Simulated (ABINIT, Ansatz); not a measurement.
# KAg (Pm-3m): zone-centre phonons

Aim: the zone-centre modes of KAg (Pm-3m).

Program: ABINIT 10.8.3. Level of theory: DFT LDA, scalar-relativistic, plane waves, PseudoDojo norm-conserving pseudopotentials. Results are calculated unless marked as measured.

The structure was built from a prototype and need not be the compound's stable phase.

### 1. The structure

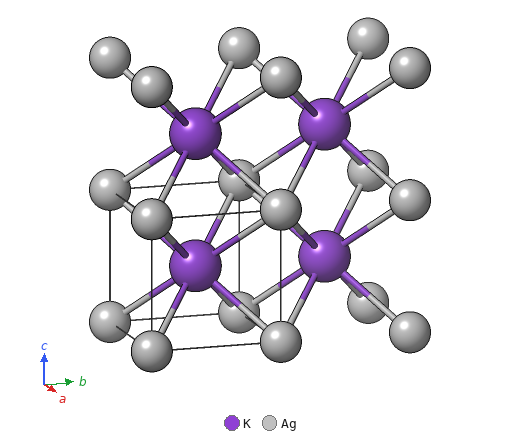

The starting structure, seen slightly off an axis (potassium purple, silver light grey). 1×2×2 cells are drawn. Some periodic images of atoms are drawn too.

Coordinates:

```cif
data_structure
_symmetry_space_group_name_H-M 'Pm-3m'
_symmetry_Int_Tables_number 221
_cell_length_a 3.8496
_cell_length_b 3.8496
_cell_length_c 3.8496
_cell_angle_alpha 90.000
_cell_angle_beta 90.000
_cell_angle_gamma 90.000
_cell_volume 57.05
loop_
_atom_site_label
_atom_site_type_symbol
_atom_site_symmetry_multiplicity
_atom_site_Wyckoff_symbol
_atom_site_fract_x
_atom_site_fract_y
_atom_site_fract_z
_atom_site_occupancy
K1 K 1 b 0.50000 0.50000 0.50000 1
Ag1 Ag 1 a 0.00000 0.00000 0.00000 1
```

### 2. Relaxation

The harmonic expansion needs vanishing forces, and a free crystal bears no stress, so cell and atoms are brought to rest. Stress is more sensitive to the basis than forces are: the last 3 Ha under the cutoff are smoothed with ecutsm, and the cutoff is raised above that of the later runs.

The starting cell comes from a relaxation made beforehand in Ansatz (LDA, PseudoDojo NC).

Contents of relax.abi:

```
# relaxation
ionmov 2
optcell 2
dilatmx 1.08
ntime 40
tolmxf 1.0d-05
tolvrs 1.0d-14
prtwf 0
prtden 0
chksymtnons 0

# basis, mesh and filling
ecut 48.0
ecutsm 3.0
ngkpt 8 8 8
nshiftk 1
shiftk 0.0 0.0 0.0
istwfk *1
occopt 7
tsmear 0.01
nband 21
nstep 100
diemac 1000000.0
prtebands 0
prtgsr 0

# cell and atoms
acell 3*1.0 Angstrom
rprim 
    3.84961787 0.0 0.0
    0.0 3.84961787 0.0
    0.0 0.0 3.84961787
ntypat 2
znucl 19 47
natom 2
typat 1 2
xred 
    0.5 0.5 0.5
    0.0 0.0 0.0
pp_dirpath "./pseudo"
pseudos "K.upf, Ag.upf"
```

The run is started by

```bash
> OMP_NUM_THREADS=1 mpirun -n 4 abinit relax.abi > relax.log
```

Numbers of over 12 decimals in the logs are rounded to 6 here.

relax.abo, the main output file:

```text
[banners, grids, parts of the stress and lines that vanish by symmetry left out]
- input  file    -> relax.abi
- output file    -> relax.abo
- root for input  files -> relaxi
[...]
Symmetries : space group Pm -3 m (#221); Bravais cP (primitive cubic)
[...]
mpw =        7809          nfft =      125000          nkpt =          35
[...]
== DATASET  1 ==================================================================
[...]
cutoff_energies: {ecut:  48.0, pawecutdg:  -1.0, }
[...]
ETOT  1  -184.70104263008    -1.847E+02 2.201E-01 1.877E+01
 ETOT  2  -184.89069259774    -1.896E-01 1.333E-02 5.416E+00
 ETOT  3  -184.89094826721    -2.557E-04 4.657E-03 1.141E+00
 ETOT  4  -184.89090889279     3.937E-05 6.001E-03 4.772E-01
 ETOT  5  -184.89099827504    -8.938E-05 3.043E-03 5.008E-02
[...]
At SCF step   12       vres2   =  8.81E-15 < tolvrs=  1.00E-14 =>converged.
[...]
sigma(1 1)= -9.86325816E-07  sigma(3 2)=  0.00000000E+00
  sigma(2 2)= -9.86325816E-07  sigma(3 1)=  0.00000000E+00
  sigma(3 3)= -9.86325816E-07  sigma(2 1)=  0.00000000E+00
[...]
convergence: {deltae: -7.873E-12, res2:  8.809E-15, residm:  5.553E-04, diffor: null, }
etotal    :  -1.84891006E+02
[...]
ETOT  1  -184.89100523299    -1.849E+02 4.940E-04 1.085E-02
[...]
At SCF step    9       vres2   =  9.43E-15 < tolvrs=  1.00E-14 =>converged.
[...]
sigma(1 1)= -9.29375382E-07  sigma(3 2)=  0.00000000E+00
  sigma(2 2)= -9.29375382E-07  sigma(3 1)=  0.00000000E+00
  sigma(3 3)= -9.29375382E-07  sigma(2 1)=  0.00000000E+00
[...]
convergence: {deltae:  2.066E-11, res2:  9.426E-15, residm:  1.715E-05, diffor: null, }
etotal    :  -1.84891006E+02
[...]
ETOT  1  -184.89067039771    -1.849E+02 9.356E-06 2.945E+00
[...]
ETOT  9  -184.89100674251    -3.979E-12 2.080E-06 1.743E-12
 ETOT 10  -184.89100674250     1.518E-11 1.532E-06 1.975E-15
 At SCF step   10       vres2   =  1.98E-15 < tolvrs=  1.00E-14 =>converged.
[...]
sigma(1 1)= -2.11534863E-09  sigma(3 2)=  0.00000000E+00
  sigma(2 2)= -2.11534864E-09  sigma(3 1)=  0.00000000E+00
  sigma(3 3)= -2.11534864E-09  sigma(2 1)=  0.00000000E+00
[...]
convergence: {deltae:  1.518E-11, res2:  1.975E-15, residm:  1.532E-06, diffor: null, }
etotal    :  -1.84891007E+02
[...]
At Broyd/MD step   3, gradients are converged :
[...]
sigma(1 1)= -2.11534863E-09  sigma(3 2)=  0.00000000E+00
  sigma(2 2)= -2.11534864E-09  sigma(3 1)=  0.00000000E+00
  sigma(3 3)= -2.11534864E-09  sigma(2 1)=  0.00000000E+00
[...]
- sigma(1 1)= -6.22357055E-05  sigma(3 2)=  0.00000000E+00
- sigma(2 2)= -6.22357056E-05  sigma(3 1)=  0.00000000E+00
- sigma(3 3)= -6.22357055E-05  sigma(2 1)=  0.00000000E+00
[...]
fcart     -0.0000000000E+00 -0.0000000000E+00 -0.0000000000E+00
           strten     -2.1153486341E-09 -2.1153486376E-09 -2.1153486358E-09
================================================================================

[key lines of the parts left out:]
pressure_GPa:   6.2236E-05
Total energy (etotal) [Ha]= -1.84891006742498E+02
```

It took 2.4 min on 4 MPI ranks of Arm Neoverse V1, shared host; 9.8 min of CPU time.

Little changed from the start: no atom moved by 0.005 Å and no cell edge by 0.1 %.

Numbers from this step:

```yaml
volume_per_atom: 28.57 Å³
pressure: 6.22e-5 GPa
gap_on_the_k_mesh: 0 eV
```

### 3. Ground state

First-order wavefunctions inherit every error of the ground state, hence the very tight tolvrs. Occupations are smeared.

Contents of gs.abi:

```
# ground state
tolvrs 1.0d-16
prtden 1
prtwf 1

# basis, mesh and filling
ecut 39.0
ngkpt 8 8 8
nshiftk 1
shiftk 0.0 0.0 0.0
istwfk *1
occopt 7
tsmear 0.01
nband 21
nstep 100
diemac 1000000.0
prtebands 0
prtgsr 0

# cell and atoms
acell 3*1.0 Angstrom
rprim 
    3.851593533 0.0 0.0
    0.0 3.851593533 0.0
    0.0 0.0 3.851593533
ntypat 2
znucl 19 47
natom 2
typat 1 2
xred 
    0.5 0.5 0.5
    0.0 0.0 0.0
pp_dirpath "./pseudo"
pseudos "K.upf, Ag.upf"
```

The run is started by

```bash
> OMP_NUM_THREADS=1 mpirun -n 4 abinit gs.abi > gs.log
```

gs.abo, the main output file:

```text
[banners, grids, parts of the stress and lines that vanish by symmetry left out]
- input  file    -> gs.abi
- output file    -> gs.abo
- root for input  files -> gsi
[...]
Symmetries : space group Pm -3 m (#221); Bravais cP (primitive cubic)
[...]
mpw =        4524          nfft =       91125          nkpt =          35
[...]
== DATASET  1 ==================================================================
[...]
cutoff_energies: {ecut:  39.0, pawecutdg:  -1.0, }
[...]
ETOT  1  -184.72162218079    -1.847E+02 1.258E-01 1.491E+01
 ETOT  2  -184.89052712033    -1.689E-01 1.043E-02 4.706E+00
 ETOT  3  -184.89082827467    -3.012E-04 6.167E-03 3.607E-01
 ETOT  4  -184.89077376277     5.451E-05 4.772E-03 3.294E-01
 ETOT  5  -184.89085058045    -7.682E-05 3.935E-03 1.139E-02
[...]
ETOT 13  -184.89085330092    -7.276E-12 2.705E-04 4.204E-16
 ETOT 14  -184.89085330093    -1.933E-12 5.569E-04 2.260E-19
 At SCF step   14       vres2   =  2.26E-19 < tolvrs=  1.00E-16 =>converged.
[...]
sigma(1 1)=  7.12367341E-06  sigma(3 2)=  0.00000000E+00
  sigma(2 2)=  7.12367341E-06  sigma(3 1)=  0.00000000E+00
  sigma(3 3)=  7.12367341E-06  sigma(2 1)=  0.00000000E+00
[...]
convergence: {deltae: -1.933E-12, res2:  2.260E-19, residm:  5.569E-04, diffor: null, }
etotal    :  -1.84890853E+02
[...]
sigma(1 1)=  7.12367341E-06  sigma(3 2)=  0.00000000E+00
  sigma(2 2)=  7.12367341E-06  sigma(3 1)=  0.00000000E+00
  sigma(3 3)=  7.12367341E-06  sigma(2 1)=  0.00000000E+00
[...]
- sigma(1 1)=  2.09585708E-01  sigma(3 2)=  0.00000000E+00
- sigma(2 2)=  2.09585708E-01  sigma(3 1)=  0.00000000E+00
- sigma(3 3)=  2.09585708E-01  sigma(2 1)=  0.00000000E+00
[...]
fcart     -0.0000000000E+00 -0.0000000000E+00 -0.0000000000E+00
           strten      7.1236734104E-06  7.1236734104E-06  7.1236734104E-06
================================================================================

[key lines of the parts left out:]
pressure_GPa:  -2.0959E-01
```

The job ended after 45 s (4 MPI ranks; 3 min of CPU time).

Numbers from this step:

| Property | Result |
| --- | --- |
| pressure | -0.2096 GPa |

The cell stands at -0.21 GPa: the relaxation ran with a smoothed and higher cutoff, and the difference is a stress of the finite basis.

### 4. Zone-centre response

At q = 0 one unit cell holds all displacements. The response is solved for single atoms along the cell's directions, and symmetry skips those that follow from others. The crystal is treated as a metal, which screens a static field, so no field response is asked.

Contents of dfpt_gamma.abi:

```

# common to the responses
getwfk_filepath "gso_WFK"
kptopt 2
nqpt 1
qpt 0.0 0.0 0.0
asr 0
chneut 0

# displacements
rfphon 1
rfatpol 1 2
rfdir 1 1 1
tolvrs 1.0d-10
prtwf 0

# basis, mesh and filling
ecut 39.0
ngkpt 8 8 8
nshiftk 1
shiftk 0.0 0.0 0.0
istwfk *1
occopt 7
tsmear 0.01
nband 21
nstep 100
diemac 1000000.0
prtebands 0
prtgsr 0

# cell and atoms
acell 3*1.0 Angstrom
rprim 
    3.851593533 0.0 0.0
    0.0 3.851593533 0.0
    0.0 0.0 3.851593533
ntypat 2
znucl 19 47
natom 2
typat 1 2
xred 
    0.5 0.5 0.5
    0.0 0.0 0.0
pp_dirpath "./pseudo"
pseudos "K.upf, Ag.upf"
```

The run is started by

```bash
> OMP_NUM_THREADS=1 mpirun -n 4 abinit dfpt_gamma.abi > dfpt_gamma.log
```

dfpt_gamma.abo, the main output file:

```text
[banners, grids, parts of the stress and lines that vanish by symmetry left out]
- input  file    -> dfpt_gamma.abi
- output file    -> dfpt_gamma.abo
- root for input  files -> dfpt_gammai
- root for output files -> dfpt_gammao

 Symmetries : space group Pm -3 m (#221); Bravais cP (primitive cubic)
================================================================================
 Values of the parameters that define the memory need of the present run (RF).
     intxc =       0      iscf =       7    lmnmax =       6     lnmax =       6
     mgfft =      45  mpssoang =       3    mqgrid =    3001     natom =       2
  nloc_mem =       1    nspden =       1   nspinor =       1    nsppol =       1
      nsym =      48    n1xccc =    2501    ntypat =       2    occopt =       7
   xclevel =       1
-    mband =          21        mffmem =           1         mkmem =          65
-   mkqmem =          65        mk1mem =          65           mpw =        4524
      nfft =       91125          nkpt =         260
- my_mband =          21
================================================================================
================================================================================

--------------------------------------------------------------------------------
------------- Echo of variables that govern the present computation ------------
--------------------------------------------------------------------------------
-
- outvars: echo of selected default values
-   iomode0 =  0 , fftalg0 =312 , wfoptalg0 =  0
-
- outvars: echo of global parameters not present in the input file
-  max_nthreads =    1
-
 -outvars: echo values of preprocessed input variables
 [... echo left out ...]
================================================================================

 chkinp: Checking input parameters for consistency.

[...]
== DATASET  1 ==================================================================
-   mpi_nproc: 4, omp_nthreads: 1 (-1 if OMP is not activated)

--- !DatasetInfo
iteration_state: {dtset: 1, }
dimensions: {natom: 2, nkpt: 260, mband: 21, nsppol: 1, nspinor: 1, nspden: 1, mpw: 4524, }
cutoff_energies: {ecut:  39.0, pawecutdg:  -1.0, }
electrons: {nelect:   2.80000000E+01, charge:   0.00000000E+00, occopt:   7.00000000E+00, tsmear:   1.00000000E-02, }
meta: {optdriver: 1, rfphon: 1, }
...

 mkfilename: getwfk from: gso_WFK

 Real(R)+Recip(G) space primitive vectors, cartesian coordinates (Bohr,Bohr^-1):
 R(1)=  7.2784569  0.0000000  0.0000000  G(1)=  0.1373918  0.0000000  0.0000000
 R(2)=  0.0000000  7.2784569  0.0000000  G(2)=  0.0000000  0.1373918  0.0000000
 R(3)=  0.0000000  0.0000000  7.2784569  G(3)=  0.0000000  0.0000000  0.1373918
 Unit cell volume ucvol=  3.8558306E+02 bohr^3
 Angles (23,13,12)=  9.00000000E+01  9.00000000E+01  9.00000000E+01 degrees
 setup1 : take into account q-point for computing boxcut.

 getcut: wavevector=  0.0000  0.0000  0.0000  ngfft=  45  45  45
         ecut(hartree)=     39.000   => boxcut(ratio)=   2.15038

--- Pseudopotential description ------------------------------------------------
- pspini: atom type   1  psp file is ./pseudo/K.upf

- pspini: atom type   2  psp file is ./pseudo/Ag.upf

   1.00712993E+03                                ecore*ucvol(ha*bohr**3)
--------------------------------------------------------------------------------

 ==>  initialize data related to q vector <==

 The list of irreducible perturbations for this q vector is:
    1)    idir= 1    ipert=   1
    2)    idir= 1    ipert=   2

[...]
The perturbation idir=   2  ipert=   1 is
 symmetric of a previously calculated perturbation.
 So, its SCF calculation is not needed.

 The perturbation idir=   3  ipert=   1 is
 symmetric of a previously calculated perturbation.
 So, its SCF calculation is not needed.

 The perturbation idir=   2  ipert=   2 is
 symmetric of a previously calculated perturbation.
 So, its SCF calculation is not needed.

 The perturbation idir=   3  ipert=   2 is
 symmetric of a previously calculated perturbation.
 So, its SCF calculation is not needed.

--------------------------------------------------------------------------------
 Perturbation wavevector (in red.coord.)   0.000000  0.000000  0.000000
 Perturbation : displacement of atom   1   along direction   1
 Found     8 symmetries that leave the perturbation invariant.

[...]
dfpt_looppert : total number of electrons, from k and k+q
  fully or partially occupied states are    2.800000E+01 and    2.800000E+01.
 Initialisation of the first-order wave-functions :
  ireadwf=   0

--- !BeginCycle
iteration_state: {dtset: 1, }
solver: {iscf: 7, nstep: 100, nline: 4, wfoptalg: 0, }
tolerances: {tolvrs: 1.00E-10, }
...

     iter   2DEtotal(Ha)        deltaE(Ha) residm    vres2
-ETOT  1   1.947508     -1.730E+03 7.541E+00 1.149E+02
 ETOT  2  0.845056     -1.102E+00 1.002E-01 7.688E+01
 ETOT  3  0.807062     -3.799E-02 1.309E-02 3.667E+00
 ETOT  4  0.805395     -1.667E-03 7.229E-04 8.279E-02
 ETOT  5  0.805390     -4.819E-06 9.243E-05 1.765E-02
[...]
At SCF step   11       vres2   =  4.82E-12 < tolvrs=  1.00E-10 =>converged.
[...]
Mean square residual over all n,k,spin=   74.755E-14; max=  21.557E-11

 Thirteen components of 2nd-order total energy (hartree) are
 1,2,3: 0th-order hamiltonian combined with 1st-order wavefunctions
     kin0=   1.29887144E+03 eigvalue=   1.34397127E+02  local=  -1.24599255E+03
 4,5,6: 1st-order hamiltonian combined with 1st and 0th-order wfs
 loc psp =  -1.57214267E+03  Hartree=   4.63789723E+02     xc=  -1.08518445E+02
 note that "loc psp" includes a xc core correction that could be resolved
 7,8,9: eventually, occupation + non-local contributions
    edocc=   1.80957477E+02     enl0=   1.00791895E+03   enl1=  -1.89070477E+03
 1-9 gives the relaxation energy (to be shifted if some occ is /=2.0)
   erelax=  -1.73142372E+03
 10,11,12 Non-relaxation  contributions : frozen-wavefunctions and Ewald
 fr.local=   7.02100182E+02 fr.nonlo=   9.46622373E+02  Ewald=   9.84113985E+01
 13,14 Frozen wf xc core corrections (1) and (2)
 frxc 1  =  -1.15002437E+02  frxc 2 =   1.00097583E+02
 Resulting in :
 2DEtotal=    0.8053807662E+00 Ha. Also 2DEtotal=    0.219155271041E+02 eV
    (2DErelax=   -1.7314237188E+03 Ha. 2DEnonrelax=    1.7322290995E+03 Ha)
    (  non-var. 2DEtotal :    8.0538050027E-01 Ha)

[...]
Perturbation wavevector (in red.coord.)   0.000000  0.000000  0.000000
 Perturbation : displacement of atom   2   along direction   1
 Found     8 symmetries that leave the perturbation invariant.

--------------------------------------------------------------------------------

--------------------------------------------------------------------------------

 dfpt_looppert : total number of electrons, from k and k+q
  fully or partially occupied states are    2.800000E+01 and    2.800000E+01.
 Initialisation of the first-order wave-functions :
  ireadwf=   0

--- !BeginCycle
iteration_state: {dtset: 1, }
solver: {iscf: 7, nstep: 100, nline: 4, wfoptalg: 0, }
tolerances: {tolvrs: 1.00E-10, }
...

     iter   2DEtotal(Ha)        deltaE(Ha) residm    vres2
-ETOT  1   5.963948     -1.168E+04 5.325E+01 1.370E+03
[...]
ETOT 11  0.785425      2.601E-10 5.271E-10 1.447E-10
 ETOT 12  0.785425      1.091E-10 1.773E-10 2.513E-11

 At SCF step   12       vres2   =  2.51E-11 < tolvrs=  1.00E-10 =>converged.
[...]
Mean square residual over all n,k,spin=   18.294E-14; max=  17.729E-11

 Thirteen components of 2nd-order total energy (hartree) are
 1,2,3: 0th-order hamiltonian combined with 1st-order wavefunctions
     kin0=   1.27441088E+04 eigvalue=   6.79335477E+02  local=  -7.38340770E+03
 4,5,6: 1st-order hamiltonian combined with 1st and 0th-order wfs
 loc psp =  -1.31883637E+04  Hartree=   3.98661239E+03     xc=  -5.29858148E+02
 note that "loc psp" includes a xc core correction that could be resolved
 7,8,9: eventually, occupation + non-local contributions
    edocc=   1.10213678E+02     enl0=   2.07554224E+03   enl1=  -1.01767298E+04
 1-9 gives the relaxation energy (to be shifted if some occ is /=2.0)
   erelax=  -1.16825468E+04
 10,11,12 Non-relaxation  contributions : frozen-wavefunctions and Ewald
 fr.local=   6.60017025E+03 fr.nonlo=   5.08558393E+03  Ewald=   9.84113985E+01
 13,14 Frozen wf xc core corrections (1) and (2)
 frxc 1  =  -1.05437105E+03  frxc 2 =   9.53537679E+02
 Resulting in :
 2DEtotal=    0.7854253659E+00 Ha. Also 2DEtotal=    0.213725129986E+02 eV
    (2DErelax=   -1.1682546771E+04 Ha. 2DEnonrelax=    1.1683332197E+04 Ha)
    (  non-var. 2DEtotal :    7.8542419692E-01 Ha)

[...]
---- first-order wavefunction calculations are completed ----

 ==> Compute Derivative Database <==

 [... matrices left out ...]
  Phonon wavevector (reduced coordinates) :  0.00000  0.00000  0.00000
 Phonon energies in Hartree :
   3.487603E-05  3.487603E-05  3.487603E-05  5.361814E-04  5.361814E-04
   5.361814E-04
 Phonon frequencies in cm-1    :
-  7.654404E+00  7.654404E+00  7.654404E+00  1.176782E+02  1.176782E+02
-  1.176782E+02

== END DATASET(S) ==============================================================
================================================================================

 -outvars: echo values of variables after computation
            acell      1.8897261259E+00  1.8897261259E+00  1.8897261259E+00 Bohr
           etotal      7.8542536589E-01
            fcart      0.0000000000E+00  0.0000000000E+00  0.0000000000E+00
           strten      0.0000000000E+00  0.0000000000E+00  0.0000000000E+00
================================================================================
```

It took 2.6 min on 4 MPI ranks; 11 min of CPU time.

Numbers from this step:

* largest acoustic frequency at the zone centre before the sum rule: 7.65 cm⁻¹
* highest optical zone-centre mode (no LO-TO term): 117.7 cm⁻¹
* lowest optical zone-centre mode: 117.7 cm⁻¹

The acoustic modes at Γ come out as far as 7.7 cm⁻¹ from zero, where they should vanish, a small numerical error.

(Continued in part 2 of 2.)

[Host names and launcher messages were left out of these logs when they were recorded.]

[Logs are printed without paths, hosts, clocks, repeated set-up lines and the standing remarks that a program may print on its own settings, such as how far it seeks lower states.]

[Hosts, paths, dates, database ids (printed as entryN), source tags and the programs' standing remarks are cut or masked in the printed files.]
